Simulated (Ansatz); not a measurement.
# How fast states decay through Rb2InBF6, part 3 of 3

Wanted: the relaxed cell of Rb2InBF6, its band edges and its decay constants. It is built by putting Rb for Cs, B for Al in the Cs2AlInF6 structure of space group Fm-3m, with the volume rescaled by atomic radii. The parent structure comes from the Materials Project.

Ansatz 0.2.0; r2SCAN DFT, plane waves, PAW files (the session's first sound run).

So far, gap on the k-mesh (eV): step 3 (band edges) 4.43.

The structure was built from a prototype and need not be the compound's stable phase.

### 7. Band edges at another level, cutoff 1250 eV

This step: r2SCAN DFT, plane waves, norm-conserving files (Ansatz 0.2.0).

The edges again with norm-conserving files, at the same atoms. Against that run the cutoff is 1250 eV against 500.

input.yaml

```yaml
crystal:
  lattice:
    - [0.0, 4.2470471573, 4.2470471573]
    - [4.2470471573, 0.0, 4.2470471573]
    - [4.2470471573, 4.2470471573, 0.0]
  atoms:
    - { symbol: Rb, position: [0.75, 0.75, 0.75] }
    - { symbol: Rb, position: [0.25, 0.25, 0.25] }
    - { symbol: B, position: [0.0, 0.0, 0.0] }
    - { symbol: In, position: [0.5, 0.5, 0.5] }
    - { symbol: F, position: [0.8075564782, 0.1924435218, 0.1924435218] }
    - { symbol: F, position: [0.1924435218, 0.1924435218, 0.8075564782] }
    - { symbol: F, position: [0.1924435218, 0.8075564782, 0.8075564782] }
    - { symbol: F, position: [0.1924435218, 0.8075564782, 0.1924435218] }
    - { symbol: F, position: [0.8075564782, 0.1924435218, 0.8075564782] }
    - { symbol: F, position: [0.8075564782, 0.8075564782, 0.1924435218] }
kpoints:
  mp_grid: { grid: [6, 6, 6] }
  band_path: { path: [VBM, CBM], npoints: 30 }
scf:
  occupations: { method: fixed }
hamiltonian:
  xc: r2scan
  pseudopotentials: { kind: nc }
output:
  eigenvalues: true
```

Command:

```console
$ ansatz run input.yaml --threads 2 --pin off --max-ram 4096MiB --backend cpu --events-out ev --progress --plain --runs-dir out
```

Numbers of over 12 decimals in the logs are rounded to 6 here.

Output:

```text
[...]
Crystal: 10 atoms, lattice volume = 153.211 Å³
Basis set: ecut = 1250 eV, 15353 PW (Γ)
Bands: 48, of which v1, the nominal top of the filled ones, is band 38 counted from 1 (37 counted from 0)
Symmetry: 48 space group operations
[...]
k-points: 16 of 216
[...]
SCF iter   1: F=—  HF=-7664.897796 eV  |F-HF|=—  |Δ(HF+E_count)|=         —  Δρ=1.42e-1  dr2=4.55e1  dr2_τ=1.61e1  ethr=3.10e-3  ⟨swp⟩=9.1  Hψ=4217  notcnv=0  defer=121
[...]
SCF iter   9: F=-7651.717117 eV  HF=-7651.717117 eV  |F-HF|=4.74e-9  |Δ(HF+E_count)|=   2.76e-7  Δρ=4.69e-6  dr2=3.17e-8  dr2_τ=3.59e-8  ethr=1.32e-10  ⟨swp⟩=37.1  Hψ=9894  notcnv=0
SCF 1 converged in 9 iterations: F = -7651.717117 eV  dr2 = 3.17e-8
[...]
SCF converged after 9 iterations
Free energy (F): -7651.717117 eV
[...]
Internal energy: -7651.717117 eV  (E = F + TS)
E sigma→0 (E₀):  -7651.717117 eV
Fermi energy:    5.048072 eV
[...]
--- Band table (eV; the first three rows and the last of 16) ---
  k-point 0: bands = [... 34 lower, 2.8150, 2.8150, 2.8150, 3.6283, 9.8584, 9.8584, 9.8584, 12.2721, ... 6 higher]
  k-point 1: bands = [... 34 lower, 2.7877, 2.7877, 2.7998, 3.9215, 9.6916, 10.0194, 10.0194, 12.4848, ... 6 higher]
  k-point 2: bands = [... 34 lower, 2.7385, 2.7385, 2.7681, 4.3388, 9.5360, 10.3426, 10.3426, 13.0852, ... 6 higher]
  k-point 15: bands = [... 34 lower, 2.6669, 2.6958, 2.7637, 4.9788, 10.0125, 10.2407, 10.4225, 12.8957, ... 6 higher]
```

It took 69 s on 2 threads of Intel Xeon 6975P-C (Granite Rapids), shared host; peak memory 1.2 GiB; 2.3 min of CPU time.

Numbers from this step:

```
free energy        : -7651.7171 eV
Fermi energy       : 5.048 eV
gap on the k-mesh  : 4.469 eV
gap on path        : 4.469 eV, by band count; negative where bands overlap
direct gap on path : 4.854 eV
```

The electronic bands at the labelled points (eV, zero at the Fermi level (highest filled level under fixed occupations); v1 is the highest filled band, c1 the lowest empty one):

```tsv
point	v4	v3	v2	v1	c1	c2	c3	c4
VBM	-2.38	-2.38	-2.24	0.00	4.85	5.31	5.31	7.67
CBM	-2.33	-2.33	-2.30	-0.55	4.47	5.46	5.46	8.63
```

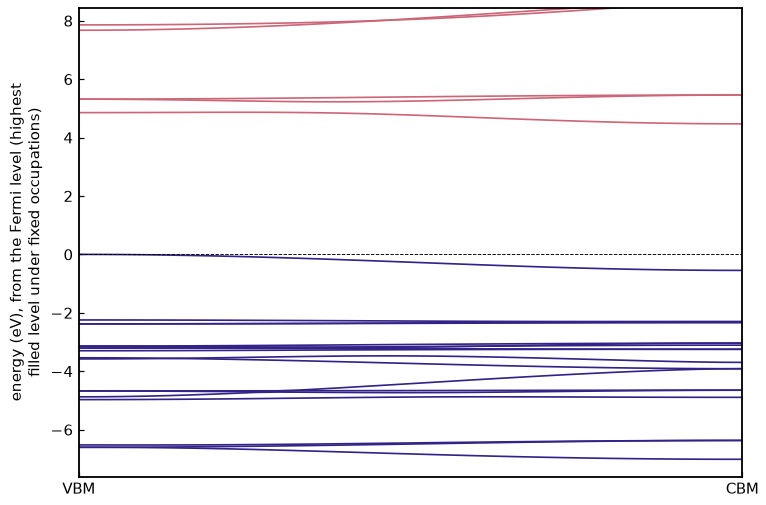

Electronic bands along the path; lines of filled and empty bands in two colours.

The searched edges give 4.47 eV, as on the mesh.

### 8. Complex bands at another level

This step: r2SCAN DFT, plane waves, norm-conserving files; complex bands by layer matching along the plane's normal (Ansatz 0.2.0).

The complex bands at that level, over its own gap, at (0, 0) and (-0.5, -0.5).

input.yaml

```yaml
crystal:
  lattice:
    - [6.00623169, 0.0, 0.0]
    - [3.003115845, 5.201549224, 0.0]
    - [3.003115845, 1.733849741, 4.904067639]
  atoms:
    - { symbol: Rb, position: [0.25, 0.25, 0.25] }
    - { symbol: Rb, position: [0.75, 0.75, 0.75] }
    - { symbol: B, position: [0.0, 0.0, 0.0] }
    - { symbol: In, position: [0.5, 0.5, 0.5] }
    - { symbol: F, position: [0.8075564782, 0.8075564782, 0.1924435218] }
    - { symbol: F, position: [0.8075564782, 0.1924435218, 0.1924435218] }
    - { symbol: F, position: [0.1924435218, 0.1924435218, 0.8075564782] }
    - { symbol: F, position: [0.1924435218, 0.8075564782, 0.1924435218] }
    - { symbol: F, position: [0.8075564782, 0.1924435218, 0.8075564782] }
    - { symbol: F, position: [0.1924435218, 0.8075564782, 0.8075564782] }
kpoints:
  mp_grid: { grid: [6, 6, 6] }
scf:
  occupations: { method: fixed }
hamiltonian:
  xc: r2scan
  pseudopotentials: { kind: nc }
output:
  eigenvalues: true
  transmission:
    leads: [[0, 0]]
    kpoints: [[0.0, 0.0], [-0.5, -0.5]]
    e_range: [-1.0, 5.47]
    de: 0.11
```

Output:

```text
Engine: ansatz 0.2.0, x86_64-unknown-linux-gnu
Pseudopotentials: kind: nc
Pseudopotential: Rb, nc, valence charge 9, recommended cutoff 840 eV (normal), Rb.nc.azcp
Pseudopotential: B, nc, valence charge 3, recommended cutoff 1160 eV (normal), B.nc.azcp
Pseudopotential: In, nc, valence charge 13, recommended cutoff 1220 eV (normal), In.nc.azcp
Pseudopotential: F, nc, valence charge 7, recommended cutoff 1250 eV (normal), F.nc.azcp
Functional definition: r2SCAN
  parameter k0 = 0.174
  parameter k1 = 0.065
  parameter a1 = 4.9479
  exchange = r2scan_x(k0 = k0, k1 = k1, a1 = a1)
  correlation = r2scan_c
Error: memory limit exceeded: the `transmission` phase of `transmission` needs 6.79 GiB against the run's memory maximum of 4.00 GiB; largest carriers: transmission 6.43 GiB, unmodelled-tail allowance 0.30 GiB, source scf tables 0.05 GiB, source scf state 0.01 GiB; the layers of output.transmission grow with the square of the cell's cross-section: a lower cutoff or a narrower output.transmission.e_range takes less, and so, most of all in a narrow cell, does a wider de; where no e_range is typed, a fill by count is planned with a gap of 40 thermal energies
with nothing else changed it takes a maximum of at least 6.80 GiB, with nothing to spare, and 7.48 GiB leaves up to a tenth: --max-ram 7.48GiB where that set the maximum, else more of the term that did, and with no share typed, where 7.48 GiB is over 0.88 of the host's memory or its container's limit, a share of 0.88 or more that holds the maximum too (--max-ram-frac F), where one does; The budget is ten elevenths of [...]
`transmission` follows the SCF: where the deck gives it k-points, a mesh or a band count of its own, those are what to reduce (not on a resume, whose deck is fixed)
```

Elapsed: 0.21 s, on 2 threads; peak memory 0.23 GiB.

The program refused the input before any cycle.

The program's message: “Error: memory limit exceeded: the `transmission` phase of `transmission` needs 6.79 GiB against the run's memory maximum of 4.00 GiB; largest carriers: transmission 6.43 GiB, unmodelled-tail allowance …”

### 9. The same cell, other settings: basis.xc_grid = 3 and basis.ecutwfc = "450 eV"

This step: r2SCAN DFT, plane waves, PAW files; complex bands by layer matching along the plane's normal; changed: basis.xc_grid = 3, basis.ecutwfc = "450 eV", magnetization = null (Ansatz 0.2.0).

This run repeats an earlier one, its twin (the complex run, plane (111)), with two settings changed (basis.xc_grid, basis.ecutwfc; files written aside). It is meant to test whether the numerical route changes the result or only the time and whether the cutoff is converged. Where the input is shown as a difference, that is against the step before, not the twin.

Edit input.yaml of step 8 so:

```diff
@@ -22,3 +22,2 @@
   xc: r2scan
-  pseudopotentials: { kind: nc }
 output:
@@ -28,3 +27,6 @@
     kpoints: [[0.0, 0.0], [-0.5, -0.5]]
-    e_range: [-1.0, 5.47]
+    e_range: [-1.0, 5.43]
     de: 0.11
+basis:
+  xc_grid: 3
+  ecutwfc: "450 eV"
```

Output:

```text
Warning: basis.ecutwfc = 450 eV is below the records' recommended 500 eV, and the density's cutoff is lower with it unless basis.ecutrho_ratio is high enough to keep the records' density cutoff: compare with a run at a higher cutoff
[...]
Crystal: 10 atoms, lattice volume = 153.211 Å³
Basis set: ecut = 450 eV, 3287 PW (Γ), exchange–correlation on 135×135×135 points (27 copies of the dense FFT grid, shifted against one another)
Bands: 48, of which v1, the nominal top of the filled ones, is band 38 counted from 1 (37 counted from 0)
Symmetry: 48 space group operations
[...]
k-points: 16 of 216
[...]
SCF iter   1: F=—  HF=-17190.421519 eV  |F-HF|=—  |Δ(HF+E_count)|=         —  Δρ=9.60e-3  dr2=1.16e-1  dr2_τ=2.65e-1  ethr=1.77e-3  ⟨swp⟩=5.0  Hψ=2921  notcnv=0  defer=119
[...]
SCF iter   7: F=-17190.623098 eV  HF=-17190.623098 eV  |F-HF|=2.39e-9  |Δ(HF+E_count)|=   1.57e-7  Δρ=2.55e-6  dr2=1.23e-8  dr2_τ=2.42e-9  ethr=1.32e-10  ⟨swp⟩=13.7  Hψ=3789  notcnv=0
SCF 1 converged in 7 iterations: F = -17190.623098 eV  dr2 = 1.23e-8
[...]
transmission: 9 of 18 steps passed
transmission: 18 of 18 steps passed
SCF converged after 7 iterations
Free energy (F): -17190.623098 eV
[...]
Internal energy: -17190.623098 eV  (E = F + TS)
E sigma→0 (E₀):  -17190.623098 eV
Fermi energy:    4.996951 eV
[...]
--- Band table (eV; the first three rows and the last of 16) ---
  k-point 0: bands = [... 34 lower, 2.7318, 2.7318, 2.7318, 3.5462, 9.7744, 9.7744, 9.7744, 12.1810, ... 6 higher]
  k-point 1: bands = [... 34 lower, 2.7045, 2.7045, 2.7165, 3.8452, 9.6065, 9.9375, 9.9375, 12.3937, ... 6 higher]
  k-point 2: bands = [... 34 lower, 2.6555, 2.6555, 2.6847, 4.2689, 9.4499, 10.2651, 10.2651, 12.9946, ... 6 higher]
  k-point 15: bands = [... 34 lower, 2.5831, 2.6121, 2.6802, 4.9255, 9.9326, 10.1596, 10.3431, 12.8077, ... 6 higher]
--- Transmission ---
  basis      : 295 plane waves across, 9 finite elements along
  points     : 2, as listed
[...]
channels       : 0.000000e0 a spin
[...]
slowest decay  : 0.5242 /Å at (-0.5000, -0.5000)
```

Wall time 80 s (2 threads); peak memory 1.2 GiB; 2 min of CPU time.

Numbers from this step:

```
free energy                                               : -17190.6231 eV
Fermi energy                                              : 4.997 eV
gap on the k-mesh                                         : 4.434 eV
decay constant at the filling level, zone centre          : 0.5483 Å⁻¹
decay constant at the filling level, slowest listed point : 0.5242 Å⁻¹
```

K parallel (0, 0); values up to 1.5 1/Å, a degenerate pair printed once or twice; energies at which all values exceed this have no row. Im kz of the slowest decaying states against energy, zero at the highest filled level on the SCF mesh:

```tsv
energy (eV)	decay 1 (Å⁻¹)	decay 2 (Å⁻¹)	decay 3 (Å⁻¹)	decay 4 (Å⁻¹)
-1.00	0.595	0.789	0.960	1.03
-0.01	0.397	0.627	0.816	0.895
0.98	0.596	0.622	0.821	1.07
1.97	0.559	0.588	0.808	1.03
2.96	0.497	0.520	0.777	0.982
3.95	0.374	0.395	0.723	0.931
5.05	0.191	0.434	0.625	0.871
```

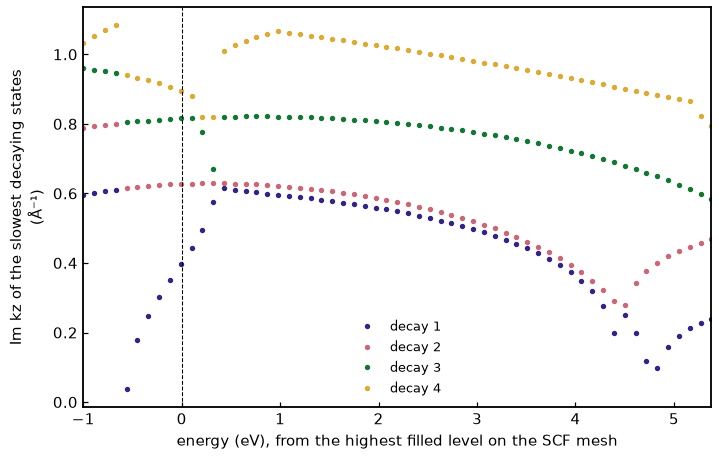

Im kz of the slowest decaying states against energy.

K parallel (-0.5, -0.5); values up to 1.5 1/Å, a degenerate pair printed once or twice; energies at which all values exceed this have no row. Im kz of the slowest decaying states against energy, zero at the highest filled level on the SCF mesh:

```tsv
energy (eV)	decay 1 (Å⁻¹)	decay 2 (Å⁻¹)	decay 3 (Å⁻¹)	decay 4 (Å⁻¹)
-1.000	0.303	0.562	0.692	0.849
-0.450	0.577	0.733	0.886	0.907
-0.010	0.581	0.755	0.907	0.908
0.540	0.360	0.579	0.771	0.906
0.980	0.451	0.572	0.778	0.901
1.530	0.524	0.556	0.779	0.889
1.970	0.536	0.568	0.773	0.872
2.520	0.502	0.629	0.750	0.757
2.960	0.465	0.652	0.736	0.900
3.510	0.397	0.604	0.698	0.901
3.950	0.309	0.557	0.653	0.883
4.500	0.418	0.520	0.567	0.852
5.050	0.135	0.385	0.560	0.793
```

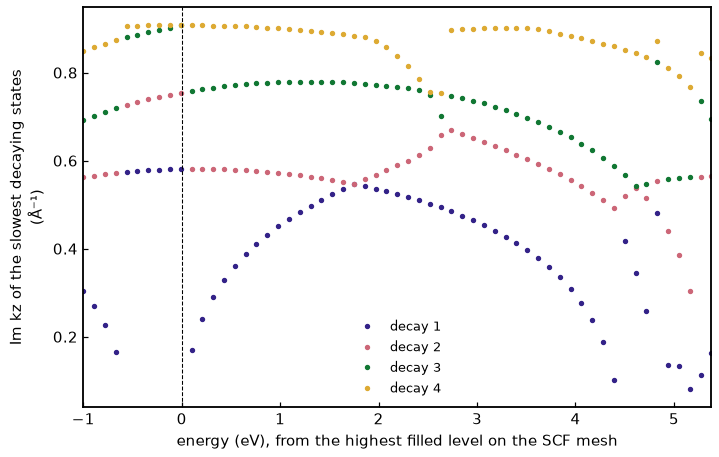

Im kz of the slowest decaying states against energy.

The least decay constant is 0.524 Å⁻¹ against 0.524 Å⁻¹ in the twin: no change within 1 %.

### 10. Summary of results

| Item | Value |
| --- | --- |
| band gap | 4.43 eV |
| least decay constant at mid-gap, normal to (111) | 0.524 Å⁻¹ |
| least decay constant at mid-gap, normal to (001) | 0.450 Å⁻¹ |
| least decay constant on a mesh, normal to (111) | 0.522 Å⁻¹ |

What this shows: With r2SCAN, the slowest decay at the wavevectors tried is κ = 0.450 Å⁻¹, normal to (001). Through such a film the transmission near mid-gap falls as exp(−2κd), a factor of ten every 2.6 Å. The decay depends on direction: 1.2 times faster normal to (111). A free electron under a barrier of half the gap would need a mass of 0.35 mₑ to decay at this rate. The compound is made up by substitution; its stability against other phases and against distortions of the cell's symmetry was not tested. r2SCAN still narrows gaps, if less than LDA and GGA do, so real decay constants are likely larger.

[Logs are printed without paths, hosts, clocks, repeated set-up lines and the standing remarks that a program may print on its own settings, such as how far it seeks lower states.]

[Hosts, paths, dates, database ids (printed as entryN), source tags and the programs' standing remarks are cut or masked in the printed files.]
